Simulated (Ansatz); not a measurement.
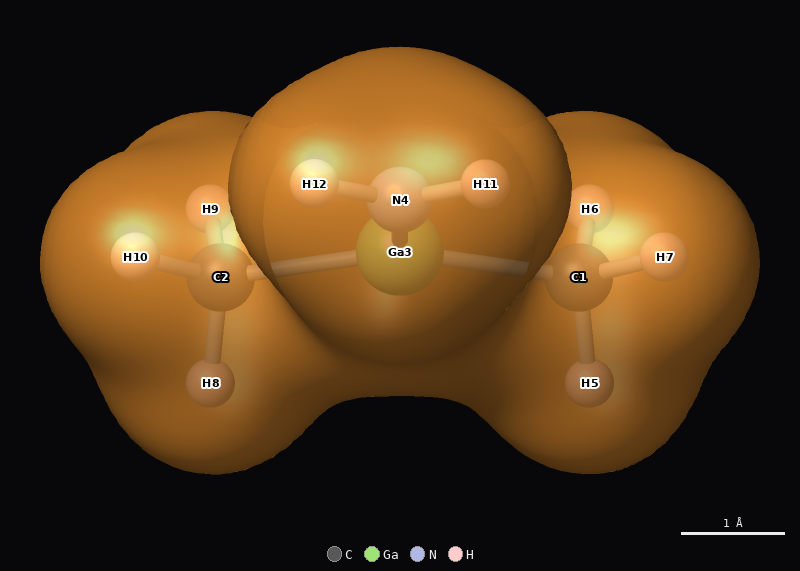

Figure 1: C2H8GaN (SMILES [CH3][Ga]([CH3])[NH2]). Isosurface of the total electron density at 0.05 e/Å³ (orange), seen from one side.

Geometry: PBE0-D4/def2-SVP.

Level of theory: isolated molecule in a Gaussian basis; Kohn-Sham density functional theory, functional PBE0 in Ansatz 0.2.0.

Input

```
crystal:
  periodic: [false, false, false]
  atoms:
    - {symbol: C, position_ang: [0.123098, -0.371936, -1.593867]}
    - {symbol: C, position_ang: [1.179359, -0.473739, 1.739681]}
    - {symbol: Ga, position_ang: [1.307745, 0.162597, -0.117239]}
    - {symbol: "N", position_ang: [2.636214, 1.344770, -0.502102]}
    - {symbol: H, position_ang: [0.163451, -1.462334, -1.747099]}
    - {symbol: H, position_ang: [-0.923528, -0.117657, -1.361486]}
    - {symbol: H, position_ang: [0.394314, 0.118737, -2.540435]}
    - {symbol: H, position_ang: [1.281042, -1.570071, 1.781013]}
    - {symbol: H, position_ang: [0.194501, -0.225122, 2.166518]}
    - {symbol: H, position_ang: [1.954604, -0.031922, 2.383119]}
    - {symbol: H, position_ang: [2.804219, 1.738540, -1.419908]}
    - {symbol: H, position_ang: [3.307348, 1.691740, 0.172357]}
basis:
  gaussian: {orbitals: def2-TZVPD}
hamiltonian: {xc: pbe0}
output: {forces: true, orbitals: {seedname: orbitals}}
```

Launched as:

```sh
ansatz run input.yaml --threads 2 --pin off --max-ram 5220MiB --events-out events.jsonl --progress --plain --runs-dir runs
```

Which contacts does the surface bridge?

Answer. At this value the surface is in one piece. It bridges the sampled Ga–N (1.82 Å), C–Ga (1.97 Å), N–H (1.01 Å) and C–H (1.10 Å) contacts, where the density stays above the isovalue. On the grid the lowest density along these lines, outside the cores, is 0.9 e/Å³ (Ga–N, 1.82 Å), 0.77 e/Å³ (C–Ga, 1.97 Å), 2.2 e/Å³ (N–H, 1.01 Å) and 1.8 e/Å³ (C–H, 1.10 Å).
